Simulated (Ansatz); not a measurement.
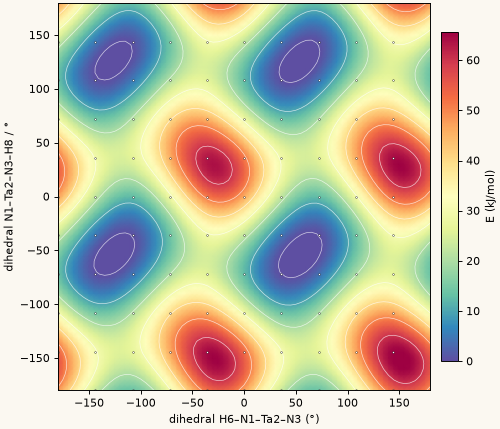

Energy landscape of ClH4N2STa, SMILES [NH2][Ta]([NH2])(=[S])[Cl]. Coordinates scanned: (1) dihedral H6–N1–Ta2–N3; (2) dihedral N1–Ta2–N3–H8. Nothing is relaxed (all other coordinates rigid). The scan uses a 10 × 10 grid. Points are written as (first, second). Energies: kJ/mol, counted from the lowest grid point. Computed with RKS PBE-D4/def2-SVP (Ansatz 0.2.0).

In the figure: a smooth colour map with a few white contour lines, dots at the grid points. Between grid points the surface is interpolated. 

> What does the map say about the system?

The lowest grid point is at (36°, −72°). The bottom of the well lies between grid points, at about (55°, −55°), about 2.5 kJ/mol lower on the interpolated surface. There are further wells near (36°, 108°) (0.16 kJ/mol above the lowest at that grid point); (−108°, −36°) (0.16 kJ/mol above the lowest at that grid point); (−144°, 108°) (0.6 kJ/mol above the lowest at that grid point). The highest grid point, (144°, −144°), lies 65.7 kJ/mol above the lowest. On the interpolated surface the easiest way out of the lowest well to the well at about (−125°, −55°) passes a barrier of about 28 kJ/mol, counted from the interpolated bottom of the well. Round the minimum the valley is somewhat tilted: raising dihedral H6–N1–Ta2–N3 shifts the best value of dihedral N1–Ta2–N3–H8 upwards (coupling k₁₂/√(k₁₁k₂₂) about −0.5).

The values on the grid:

```
dihedral N1–Ta2–N3–H8 ↓, dihedral H6–N1–Ta2–N3 →  −180  −144  −108   −72   −36     0    36    72   108   144
                                             144  23.3   5.2   0.6  14.4  29.6  22.5   5.0   0.4  14.7  30.7
                                             108  13.5   0.6   5.1  20.7  26.4  12.8   0.2   4.4  20.4  27.0
                                              72  29.2  14.4  20.7  39.3  45.2  28.5  13.8  19.9  39.0  45.9
                                              36  52.2  29.6  26.4  45.2  63.1  51.3  29.2  26.1  45.6  64.4
                                               0  47.1  22.5  12.8  28.5  51.3  46.1  22.3  12.9  29.2  52.8
                                             −36  23.1   5.0   0.2  13.8  29.2  22.3   4.8   0.0  14.1  30.2
                                             −72  13.6   0.4   4.4  19.9  26.1  12.9   0.0   3.7  19.6  26.7
                                            −108  29.9  14.7  20.4  39.0  45.6  29.2  14.1  19.5  38.6  46.3
                                            −144  53.7  30.6  27.0  45.9  64.4  52.7  30.2  26.7  46.3  65.7
                                            −180  48.1  23.3  13.5  29.2  52.3  47.1  23.1  13.6  29.9  53.7
```

Each point was launched as `ansatz run input.yaml --threads 1 --pin off --max-ram 2560MiB --backend cpu --events-out ev --progress --plain --runs-dir out`. Time for the 100 points that were run: 12 min on 1 thread of Arm Neoverse V1 (shared host).
